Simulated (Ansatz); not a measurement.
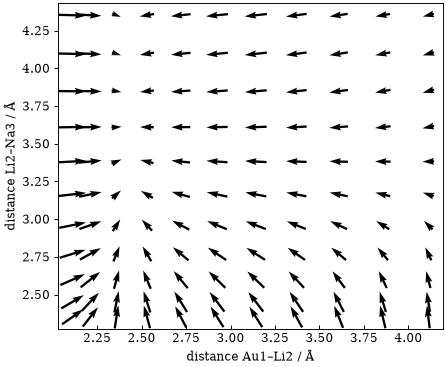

The system Au + LiNa, spin multiplicity 2. Coordinates scanned: (1) distance Au1–Li2; (2) distance Li2–Na3. Nothing is relaxed (the angle Au1–Li2–Na3 is fixed at 180 degrees). Grid: 11 × 11 points. In part of the range the unrestricted reference is strongly spin-contaminated. All numbers below come from Ansatz 0.2.0, UHF/def2-TZVPD.

Drawn: arrows along the force (downhill), their lengths compressed.

**The arrows alone are given. Where is the energy lowest?**

The arrows converge at about distance Au1–Li2 = 2.410 Å, distance Li2–Na3 = 3.656 Å (read from the interpolated surface).

The energy map of the same scan:

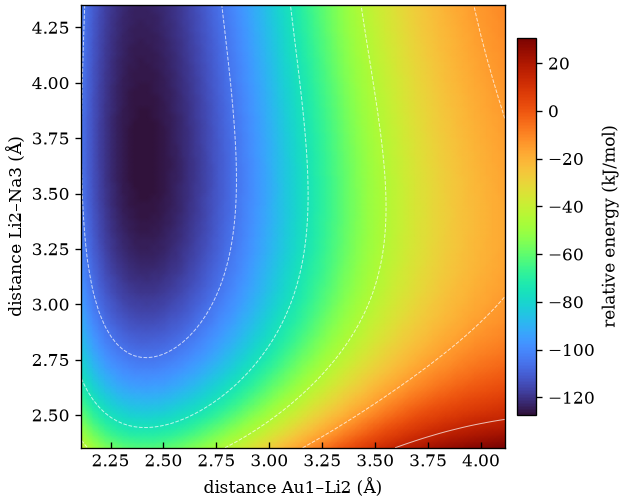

Energies are in kJ/mol, from Au far from the relaxed LiNa (each part in its own basis); between grid points the surface is interpolated.
